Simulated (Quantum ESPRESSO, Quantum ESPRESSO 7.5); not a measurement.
# 1T-SnSe2, 1 layer: a series in the share of short-range exact exchange

Wanted: a table for 1T-SnSe2, 1 layer against the share of short-range exact exchange, and what can be fitted to it.

Program: Quantum ESPRESSO 7.5. Level of theory: plane-wave DFT, PBE, SG15 norm-conserving pseudopotentials (geometry by pw.x at PBE, GBRV ultrasoft). Results are calculated unless marked as measured.

**1. Set-up**

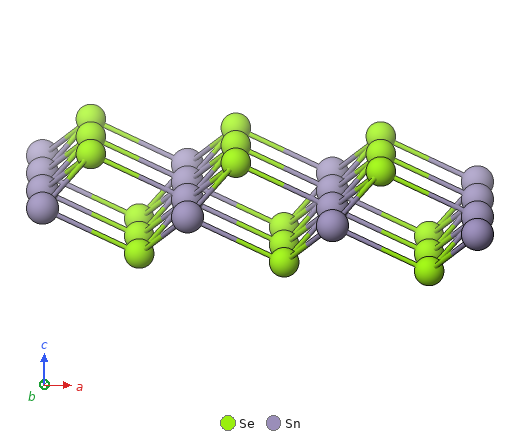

The cell as given, nearly edge on (selenium green, tin purple). 3×3×1 cells are drawn. Some periodic images of atoms are drawn too.

The cell holds 3 atoms: 2 Se and 1 Sn. Cell: a = 3.870 Å, b = 3.870 Å, c = 17.110 Å, α = 90.0°, β = 90.0°, γ = 120.0°. It derives from SnSe2. Vacuum lies along c.

Set-up: Cell and atoms are relaxed under PBE (GBRV files) and held. Screened hybrids with norm-conserving files, screening 0.106 per bohr, fixed occupations, a 9×9×1 mesh with exchange on 3×3×1 q points. Levels count from the potential in the middle of the vacuum.

Members 0.15, 0.2 and 0.25 took the same steps and show in the table alone.

**2. Relaxing cell and ions of the reference**

What the set-up leaves free in this member is relaxed.

Contents of ref.relax.in:

```
&control
  prefix = 'ref.relax'
  outdir = './out'
  pseudo_dir = './pseudo'
  nstep = 80
  forc_conv_thr = 0.0004
  calculation = 'vc-relax'
  etot_conv_thr = 1e-06
/
&system
  ibrav = 0
  nat = 3
  ntyp = 2
  ecutwfc = 50
  ecutrho = 250
  occupations = 'smearing'
  smearing = 'fd'
  degauss = 0.004
/
&electrons
  conv_thr = 1e-09
  mixing_beta = 0.4
  electron_maxstep = 120
  mixing_mode = 'plain'
/
&ions
/
&cell
  cell_dofree = '2Dxy'
  press_conv_thr = 0.3
/
ATOMIC_SPECIES
  Se  78.9710  se_pbe_v1.uspp.F.UPF
  Sn  118.7100  sn_pbe_v1.4.uspp.F.UPF
CELL_PARAMETERS angstrom
  3.87000000000000 0.00000000000000 0.00000000000000
  -1.93500000000000 3.35151831264578 0.00000000000000
  0.00000000000000 0.00000000000000 17.11048904285239
ATOMIC_POSITIONS crystal
  Se  0.666666666700 0.333333333300 0.438327623554
  Sn  0.000000000000 0.000000000000 0.500000000000
  Se  0.333333333300 0.666666666700 0.561672376446
K_POINTS automatic
  12 12 1 0 0 0
```

On the command line:

```
OMP_NUM_THREADS=1 mpirun -n 4 pw.x -nk 4 -in ref.relax.in > ref.relax.out
```

The log of the run:

```text
Program PWSCF v.7.5 starts
[citation notice left out]

     Parallel version (MPI & OpenMP), running on       4 processor cores
     Number of MPI processes:                 4
     Threads/MPI process:                     1

     MPI processes distributed on     1 nodes
[...]
Current dimensions of program PWSCF are:
     Max number of different atomic species (ntypx) = 10
     Max number of k-points (npk) =  40000
     Max angular momentum in pseudopotentials (lmaxx) =  4
     Message from routine setup:
     using ibrav=0 with symmetry is DISCOURAGED, use correct ibrav instead

     K-points division:     npool     =       4
     Subspace diagonalization in iterative solution of the eigenvalue problem:
     a serial algorithm will be used

     G-vector sticks info
     --------------------
     sticks:   dense  smooth     PW     G-vecs:    dense   smooth      PW
     Sum         925     745    211               100147    71641   11269

     Using Slab Decomposition

     bravais-lattice index     =            0
     lattice parameter (alat)  =       7.3132  a.u.
     unit-cell volume          =    1497.6543 (a.u.)^3
     number of atoms/cell      =            3
     number of atomic types    =            2
     number of electrons       =        26.00
     number of Kohn-Sham states=           17
     kinetic-energy cutoff     =      50.0000  Ry
     charge density cutoff     =     250.0000  Ry
     scf convergence threshold =      1.0E-09
     mixing beta               =       0.4000
     number of iterations used =            8  plain     mixing
     energy convergence thresh.=      1.0E-06
     force convergence thresh. =      4.0E-04
     press convergence thresh. =      3.0E-01
     Exchange-correlation=  SLA  PW   PBX  PBC
                           (   1   4   3   4   0   0   0)
     nstep                     =           80

     celldm(1)=   7.313240  celldm(2)=   0.000000  celldm(3)=   0.000000
     celldm(4)=   0.000000  celldm(5)=   0.000000  celldm(6)=   0.000000

     crystal axes: (cart. coord. in units of alat)
               a(1) = (   1.000000   0.000000   0.000000 )
               a(2) = (  -0.500000   0.866025   0.000000 )
               a(3) = (   0.000000   0.000000   4.421315 )

     reciprocal axes: (cart. coord. in units 2 pi/alat)
               b(1) = (  1.000000  0.577350 -0.000000 )
               b(2) = (  0.000000  1.154701  0.000000 )
               b(3) = (  0.000000 -0.000000  0.226177 )

     PseudoPot. # 1 for Se read from file:
     ./pseudo/se_pbe_v1.uspp.F.UPF
     Pseudo is Ultrasoft + core correction, Zval =  6.0
     Generated by new atomic code, or converted to UPF format
     Using radial grid of  877 points,  6 beta functions with:
                l(1) =   0
                l(2) =   0
                l(3) =   1
                l(4) =   1
                l(5) =   2
                l(6) =   2
     Q(r) pseudized with  8 coefficients,  rinner =    1.300   1.300   1.300
                                                       1.300   1.300

     PseudoPot. # 2 for Sn read from file:
     ./pseudo/sn_pbe_v1.4.uspp.F.UPF
     Pseudo is Ultrasoft + core correction, Zval = 14.0
     Generated by new atomic code, or converted to UPF format
     Using radial grid of  891 points,  6 beta functions with:
                l(1) =   0
                l(2) =   0
                l(3) =   1
                l(4) =   1
                l(5) =   2
                l(6) =   2
     Q(r) pseudized with  8 coefficients,  rinner =    1.350   1.350   1.350
                                                       1.350   1.350

     atomic species   valence    mass     pseudopotential
     Se                6.00    78.97100     Se( 1.00)
     Sn               14.00   118.71000     Sn( 1.00)

     12 Sym. Ops., with inversion, found

   Cartesian axes

     site n.     atom                  positions (alat units)
         1        Se     tau(   1) = (   0.5000000   0.2886751   1.9379845  )
         2        Sn     tau(   2) = (   0.0000000   0.0000000   2.2106575  )
         3        Se     tau(   3) = (  -0.0000000   0.5773503   2.4833305  )

     number of k points=    19  Fermi-Dirac smearing, width (Ry)=  0.0040
                       cart. coord. in units 2pi/alat
        k(    1) = (   0.0000000   0.0000000   0.0000000), wk =   0.0138889
        k(    2) = (   0.0000000   0.0962250   0.0000000), wk =   0.0833333
        k(    3) = (   0.0000000   0.1924501   0.0000000), wk =   0.0833333
        k(    4) = (   0.0000000   0.2886751   0.0000000), wk =   0.0833333
        k(    5) = (   0.0000000   0.3849002   0.0000000), wk =   0.0833333
        k(    6) = (   0.0000000   0.4811252   0.0000000), wk =   0.0833333
        k(    7) = (   0.0000000  -0.5773503   0.0000000), wk =   0.0416667
        k(    8) = (   0.0833333   0.1443376   0.0000000), wk =   0.0833333
        k(    9) = (   0.0833333   0.2405626   0.0000000), wk =   0.1666667
        k(   10) = (   0.0833333   0.3367877   0.0000000), wk =   0.1666667
[...]
k(   19) = (   0.3333333   0.5773503   0.0000000), wk =   0.0277778

     Dense  grid:   100147 G-vectors     FFT dimensions: (  40,  40, 180)

     Smooth grid:    71641 G-vectors     FFT dimensions: (  36,  36, 150)

     Estimated max dynamical RAM per process >     167.98 MB

     Estimated total dynamical RAM >     598.56 MB

     Initial potential from superposition of free atoms

     starting charge      24.9998, renormalised to      26.0000

     negative rho (up, down):  1.963E-04 0.000E+00
     Starting wfcs are   17 randomized atomic wfcs

     total cpu time spent up to now is        1.6 secs

     per-process dynamical memory:    81.1 Mb

     Self-consistent Calculation

     iteration #  1     ecut=    50.00 Ry     beta= 0.40
     Davidson diagonalization with overlap
     ethr =  1.00E-02,  avg # of iterations =  5.5

     negative rho (up, down):  7.742E-05 0.000E+00

     total cpu time spent up to now is        3.7 secs

     total energy              =    -246.20540376 Ry
     estimated scf accuracy    <       0.55137616 Ry

     iteration #  2     ecut=    50.00 Ry     beta= 0.40
[...]
negative rho (up, down):  1.458E-04 0.000E+00

[...]
total energy              =    -246.30203071 Ry
     estimated scf accuracy    <       0.03968242 Ry

     iteration #  3     ecut=    50.00 Ry     beta= 0.40
[...]
negative rho (up, down):  2.100E-04 0.000E+00

[...]
total cpu time spent up to now is       56.5 secs

     total energy              =    -246.47366930 Ry
     estimated scf accuracy    <       0.00164928 Ry

[...]
iteration #  8     ecut=    50.00 Ry     beta= 0.40
[...]
negative rho (up, down):  3.234E-04 0.000E+00

[...]
End of self-consistent calculation

[...]
the Fermi energy is    -1.5417 ev

!    total energy              =    -246.47391103 Ry
     estimated scf accuracy    <          1.5E-10 Ry
     smearing contrib. (-TS)   =      -0.00000348 Ry
     internal energy E=F+TS    =    -246.47390754 Ry

     The total energy is F=E-TS. E is the sum of the following terms:
     one-electron contribution =    -637.91603661 Ry
     hartree contribution      =     325.78247461 Ry
     xc contribution           =    -102.58604724 Ry
     ewald contribution        =     168.24570169 Ry

     convergence has been achieved in   8 iterations

     negative rho (up, down):  3.234E-04 0.000E+00

     Forces acting on atoms (cartesian axes, Ry/au):

     atom    1 type  1   force =     0.00000000   -0.00000000   -0.08408095
     atom    2 type  2   force =     0.00000000   -0.00000000    0.00000000
     atom    3 type  1   force =    -0.00000000   -0.00000000    0.08408095

     Total force =     0.118908     Total SCF correction =     0.000017

     Computing stress (Cartesian axis) and pressure

     negative rho (up, down):  3.234E-04 0.000E+00
          total   stress  (Ry/bohr**3)                   (kbar)     P=       23.15
   0.00011781  -0.00000000   0.00000000           17.33       -0.00        0.00
  -0.00000000   0.00011781   0.00000000           -0.00       17.33        0.00
   0.00000000   0.00000000   0.00023649            0.00        0.00       34.79

     Energy error            =      6.1E-02 Ry
     Gradient error          =      8.4E-02 Ry/Bohr
     Cell gradient error     =      1.7E+01 kbar

     number of scf cycles    =   3
     number of bfgs steps    =   2

     enthalpy           old  =    -246.4125077799 Ry
     enthalpy           new  =    -246.4739110253 Ry

     CASE: enthalpy          _new < enthalpy          _old

     new trust radius        =       0.2949400048 bohr
     new conv_thr            =       0.0000000010 Ry

     new unit-cell volume =   1646.90541 a.u.^3 (   244.04620 Ang^3 )
     density =      1.88240 g/cm^3

CELL_PARAMETERS (angstrom)
   4.058256576   0.000000000   0.000000000
  -2.029128288   3.514553290   0.000000000
   0.000000000   0.000000000  17.110489043

ATOMIC_POSITIONS (crystal)
Se               0.6666666667        0.3333333333        0.4158759301
Sn               0.0000000000       -0.0000000000        0.5000000000
Se               0.3333333333        0.6666666667        0.5841240699

[...]
NEW-OLD atomic charge density approx. for the potential
     New effective cutoffs (rho, wfc):  248.64   49.88

     negative rho (up, down):  5.414E-04 0.000E+00

     total cpu time spent up to now is       74.8 secs

     per-process dynamical memory:    89.0 Mb

[...]
!    total energy              =    -246.50680982 Ry
[...]
Total force =     0.037921     Total SCF correction =     0.000048
[...]
number of bfgs steps    =   3
[...]
new trust radius        =       0.1015017764 bohr
[...]
!    total energy              =    -246.51024635 Ry
[...]
Total force =     0.015154     Total SCF correction =     0.000015
[...]
number of bfgs steps    =   4
[...]
new trust radius        =       0.0645913797 bohr
[...]
!    total energy              =    -246.51218478 Ry
[...]
Total force =     0.003112     Total SCF correction =     0.000010
[...]
number of bfgs steps    =   5
[...]
new trust radius        =       0.0710505177 bohr
[...]
!    total energy              =    -246.51497470 Ry
[...]
Total force =     0.008014     Total SCF correction =     0.000010
[...]
number of bfgs steps    =   6
[...]
new trust radius        =       0.1065757765 bohr
[...]
!    total energy              =    -246.51852814 Ry
[...]
Total force =     0.016726     Total SCF correction =     0.000012
[...]
number of bfgs steps    =   7
[...]
new trust radius        =       0.1598636647 bohr
[...]
!    total energy              =    -246.52212832 Ry
[...]
Total force =     0.019227     Total SCF correction =     0.000027
[...]
number of bfgs steps    =   8
[...]
new trust radius        =       0.0975139961 bohr
[...]
!    total energy              =    -246.52354194 Ry
[...]
Total force =     0.008799     Total SCF correction =     0.000004
[...]
number of bfgs steps    =   9
[...]
new trust radius        =       0.0299117926 bohr
[...]
!    total energy              =    -246.52374901 Ry
[...]
Total force =     0.001095     Total SCF correction =     0.000000
[...]
number of bfgs steps    =  10
[...]
new trust radius        =       0.0063595163 bohr
[...]
Self-consistent Calculation

     iteration #  1     ecut=    50.00 Ry     beta= 0.40
     Davidson diagonalization with overlap
     ethr =  1.00E-06,  avg # of iterations =  3.0

     Threshold (ethr) on eigenvalues was too large:
     Diagonalizing with lowered threshold

     Davidson diagonalization with overlap
     ethr =  6.94E-09,  avg # of iterations =  6.5

     negative rho (up, down):  2.321E-04 0.000E+00

     total cpu time spent up to now is      249.3 secs

     total energy              =    -246.52375542 Ry
     estimated scf accuracy    <       0.00000153 Ry

[...]
iteration #  7     ecut=    50.00 Ry     beta= 0.40
[...]
negative rho (up, down):  2.330E-04 0.000E+00

[...]
End of self-consistent calculation

          k = 0.0000 0.0000 0.0000 (  8911 PWs)   bands (ev):

   -22.7302 -22.7302 -22.6944 -22.6849 -22.6849 -14.9884 -13.7133  -7.2004
    -2.7021  -2.0189  -2.0189  -1.6409  -1.6409  -0.0303   1.5267   3.0279
     3.0279

          k = 0.0000 0.0969 0.0000 (  8933 PWs)   bands (ev):

   -22.7325 -22.7276 -22.6926 -22.6871 -22.6851 -14.9237 -13.6681  -7.2150
    -2.6885  -2.6281  -2.2489  -2.0015  -1.5767   0.3506   1.9636   2.8598
     3.1853

          k = 0.0000 0.1938 0.0000 (  8948 PWs)   bands (ev):

   -22.7393 -22.7209 -22.6926 -22.6870 -22.6849 -14.7344 -13.5432  -7.2939
    -3.6904  -2.8057  -2.6683  -2.5111  -1.5776   0.6191   2.2664   3.3311
     3.5530

          k = 0.0000 0.2907 0.0000 (  8922 PWs)   bands (ev):

   -22.7498 -22.7132 -22.6982 -22.6827 -22.6794 -14.4379 -13.3719  -7.5253
    -4.6146  -3.4343  -3.0902  -2.4102  -1.6683   0.2368   2.4875   3.8749
     3.9026

          k = 0.0000 0.3875 0.0000 (  8946 PWs)   bands (ev):

   -22.7614 -22.7085 -22.7034 -22.6780 -22.6718 -14.0720 -13.2132  -7.9329
    -5.2944  -3.7939  -3.4336  -2.3085  -1.7838  -0.2990   2.5818   3.8071
     4.0854

          k = 0.0000 0.4844 0.0000 (  8938 PWs)   bands (ev):

   -22.7701 -22.7068 -22.7068 -22.6726 -22.6659 -13.7129 -13.1410  -8.3397
    -5.7299  -3.8712  -3.6543  -2.2829  -1.8724  -0.6814   2.5405   3.7197
     4.1348

[...]
k = 0.0839 0.2422 0.0000 (  8938 PWs)   ban
[key lines of the parts left out:]
total energy              =    -246.52375544 Ry
the Fermi energy is    -1.1437 ev
convergence has been achieved in   7 iterations
```

The job ended after 5.1 min (4 MPI ranks of Arm Neoverse V1, shared host; peak memory 0.73 GiB).

Relaxation path:

| step | energy less that of the first step (eV) | largest force (eV/Å) | volume (Å³) |
| --- | --- | --- | --- |
| 1 | 0.0000 | 5.2771 | 221.93 |
| 2 | -1.3713 | 3.5729 | 230.23 |
| 3 | -2.2067 | 2.1618 | 237.32 |
| 4 | -2.6543 | 0.6894 | 244.05 |
| 5 | -2.7011 | 0.2755 | 244.63 |
| 6 | -2.7275 | 0.0566 | 243.23 |
| 7 | -2.7654 | 0.1457 | 239.53 |
| 8 | -2.8138 | 0.3041 | 233.22 |
| 9 | -2.8628 | 0.3496 | 223.92 |
| 10 | -2.8820 | 0.1600 | 218.34 |
| 11 | -2.8848 | 0.0199 | 218.56 |
| 12 | -2.8849 | 0.0002 | 218.92 |
| 13 | -2.8849 | 0.0002 | 218.92 |
| 14 | -2.8796 | 0.0001 | 218.92 |

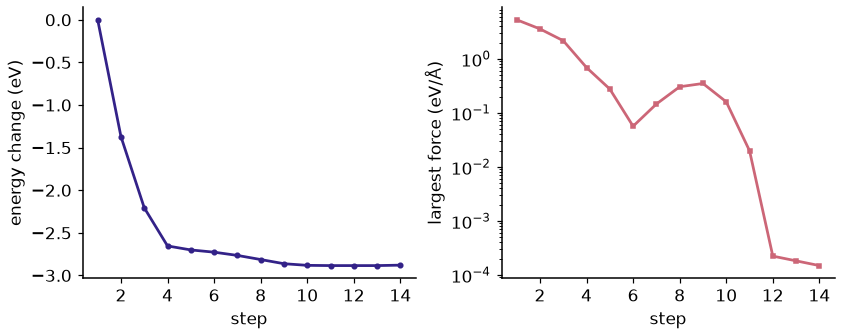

Energy and largest force along the relaxation.

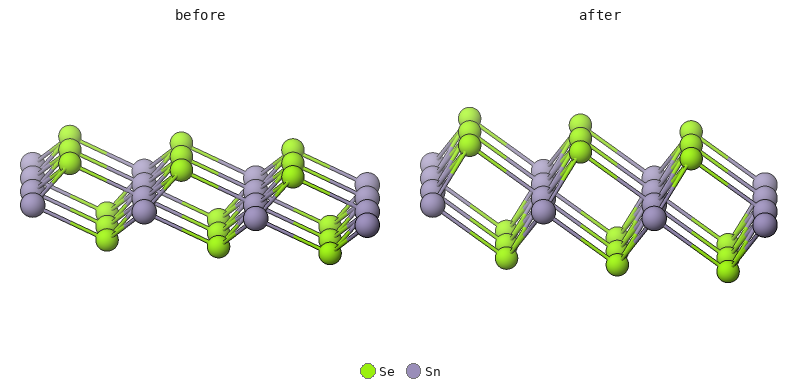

The structure before and after the relaxation, drawn at the same scale.

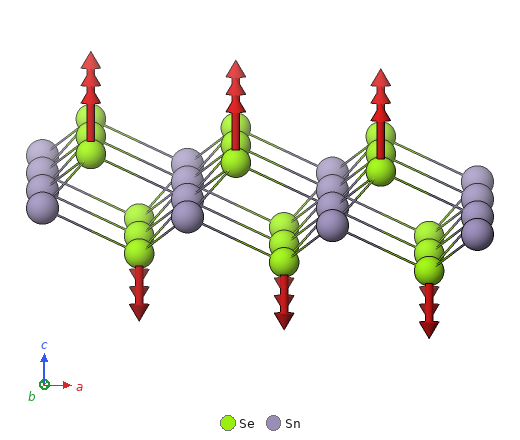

Displacements in the relaxation, exaggerated, measured against the changing cell; the longest in the cell stands for 0.55 Å. 3×3×1 cells are drawn. Some periodic images of atoms are drawn too.

| cell as run | before | after | change |
| --- | --- | --- | --- |
| a (Å) | 3.870 | 3.844 | -0.7 % |
| b (Å) | 3.870 | 3.844 | -0.7 % |

The atoms that moved most (Å, along periodic axes as changes of fractional coordinates times the final cell, across vacuum about the mean position):

| atom | dx | dy | dz | length |
| --- | --- | --- | --- | --- |
| Se3 | 0.000 | 0.000 | 0.548 | 0.548 |
| Se1 | 0.000 | 0.000 | -0.548 | 0.548 |

Final coordinates:

```xyz
3
Lattice="3.8437 0.0000 0.0000 -1.9218 3.3287 0.0000 0.0000 0.0000 17.1105" Properties=species:S:1:pos:R:3
Se    1.9218    1.1096    6.9516
Sn    0.0000    0.0000    8.5552
Se    0.0000    2.2192   10.1589
```

 The last row is no step: it is a fresh SCF in the final cell with a new plane-wave basis, +5 meV from the row before.

Numbers from this step:

* free energy: -3354.1213 eV
* Fermi energy: -1.157 eV

(Part 1 of 2 ends here.)

[Logs are printed without paths, hosts, clocks, repeated set-up lines and the standing remarks that a program may print on its own settings, such as how far it seeks lower states.]

[Hosts, paths, dates, database ids (printed as entryN), source tags and the programs' standing remarks are cut or masked in the printed files.]

[Maps of the electrostatic potential energy from Ansatz leave out the sawtooth potential of an applied field or a dipole correction, so their vacuum need not be flat; planar profiles and work functions include it.]
